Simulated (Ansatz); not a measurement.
# Cu2 (SMILES [Cu][Cu]): PBE-QIDH/def2-SVPD

What is the energy change on altering one bond length of Cu2 at PBE-QIDH/def2-SVPD? 

The calculation is run with Ansatz 0.2.0.

18 further runs of the same task are left out: 1 that didn't finish, 17 set aside as unsound or not needed.

**1. The structure to begin with**

The species is Cu2 (2 atoms), meant as a singlet with charge 0. SMILES: `[Cu][Cu]`. The bond length is the measured one.

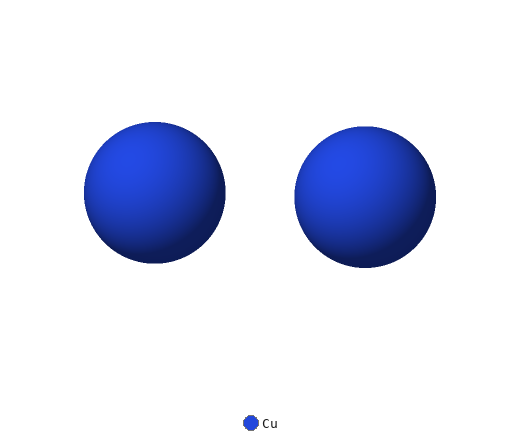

Viewed from a chosen angle; copper blue.

**2. A single-point energy at PBE-QIDH/def2-SVPD**

input.yaml

```yaml
crystal:
  periodic: [false, false, false]
  atoms:
    - {symbol: Cu, position_ang: [0.000000, 0.000000, 0.000000]}
    - {symbol: Cu, position_ang: [0.000000, 0.000000, 2.219700]}
basis:
  gaussian:
    orbitals: def2-SVPD
output: {orbitals: {seedname: orbitals}}
hamiltonian:
  xc: {name: PBE-QIDH}
correlation:
  frozen_orbitals: {Cu: 5}
accuracy: high
```

Started as:

```bash
$ ansatz run input.yaml --threads 1 --pin off --max-ram 3480MiB --events-out events.jsonl --progress --plain --runs-dir runs
```

What it wrote:

```text
Warning: RAYON_NUM_THREADS=1 ignored (pool sized by the plan → 1); use --threads N
Functional definition: PBE-QIDH
  name "PBE-QIDH"
  parameter a = 3^(-1/3)
  parameter c = 1/3
  exchange = (1 - a)*pbe_x + a*exact_x
  correlation = (1 - c)*pbe_c + c*(mp2_os + mp2_ss)
1331 factors; integrals over basis functions are off by at most 1.4e-8 eV
mean field evaluation 1: about -89224.4953 eV, gradient 6.7e1 eV
mean field evaluation 2: about -89224.5859 eV, gradient 6.8e1 eV
mean field evaluation 4: about -89231.0794 eV, gradient 2.6e0 eV
mean field evaluation 8: about -89231.1166 eV, gradient 1.1e-1 eV
mean field evaluation 16: about -89231.1169 eV, gradient 7.3e-5 eV
mean field -89231.11685897 eV, -3279.1830615437 hartree, gradient 1.9e-8 eV, S^2 0.000000; 0 other end points of the search recorded, 0 dependent functions left out
10 core orbitals not correlated: weight in the atoms' cores, before any rotation towards them, 1.000 or more for the frozen orbitals, at most 0.000 for the correlated occupied ones
reference -89231.11685985 eV, -3279.1830615761 hartree; 19, 19 occupied and 39, 39 virtual orbitals, 1331 factors
second order -23.43150028 eV of doubles, -0.00000000 eV of singles
Total energy: -89238.92735994 eV, -3279.4700921604 hartree
```

Wall time 9.9 s (1 thread of Arm Neoverse V2, shared host); peak memory 0.21 GiB.

**3. The distorted shape at the same level**

in.yaml

```yaml
basis:
  gaussian:
    orbitals: def2-SVPD
crystal:
  periodic: [false, false, false]
  atoms:
    - {symbol: Cu, position_ang: [0.000000, 0.000000, -1.775800]}
    - {symbol: Cu, position_ang: [0.000000, 0.000000, 2.219700]}
hamiltonian:
  xc: {name: PBE-QIDH}
correlation:
  frozen_orbitals: {Cu: 5}
accuracy: high
output: {orbitals: {seedname: orbitals}}
```

Started as:

```bash
$ ansatz run in.yaml --threads 1 --pin off --max-ram 3480MiB --events-out events.jsonl --progress --plain --runs-dir runs
```

What it wrote (excerpt; [...] marks lines left out):

```text
Warning: RAYON_NUM_THREADS=1 ignored (pool sized by the plan → 1); use --threads N
[... 2 set-up lines as earlier in the session ...]
[...]
1249 factors; integrals over basis functions are off by at most 1.2e-8 eV
[...]
mean field -89229.40160348 eV, -3279.1200270670 hartree, gradient 4.4e-8 eV, S^2 0.000000; 0 other end points of the search recorded, 0 dependent functions left out; unrestricted orbitals would lower it
10 core orbitals not correlated: weight in the atoms' cores, before any rotation towards them, 1.000 or more for the frozen orbitals, at most 0.000 for the correlated occupied ones
reference -89229.40160436 eV, -3279.1200270996 hartree; 19, 19 occupied and 39, 39 virtual orbitals, 1249 factors
second order -22.34811512 eV of doubles, -0.00000000 eV of singles
Total energy: -89236.85097607 eV, -3279.3937864604 hartree
```

It took 8.1 s on 1 thread of Arm Neoverse V2, shared host; peak memory 0.23 GiB.

**4. Summary of results**

At PBE-QIDH/def2-SVPD, 10 core orbitals frozen:

| quantity | value |
| --- | --- |
| first shape: total energy | -3279.47009 Eh |
| first shape: HOMO energy (SCF part's orbitals) | -6.05 eV |
| first shape: LUMO energy (SCF part's orbitals) | -0.43 eV |
| first shape: HOMO–LUMO gap (SCF part's orbitals) | 5.63 eV |
| distorted shape: total energy | -3279.39379 Eh |
| distorted shape: HOMO energy (SCF part's orbitals) | -4.89 eV |
| distorted shape: LUMO energy (SCF part's orbitals) | -1.57 eV |
| distorted shape: HOMO–LUMO gap (SCF part's orbitals) | 3.32 eV |
| energy change with the Cu1–Cu2 bond stretched from 2.220 to 3.995 Å | 2.076 eV |

One bond (distorted shape) is far stretched, which a spin-restricted single reference describes badly; perturbation theory on it can break down and give far too much correlation. With the Cu1–Cu2 bond stretched from 2.220 to 3.995 Å the energy rises by 2.08 eV (48 kcal/mol). The first shape isn't relaxed at this level, so the change isn't measured from a minimum. A restricted reference can't describe the breaking bond well at this length. The restricted solution (distorted shape) is unstable to spin breaking: an unrestricted one lies lower.
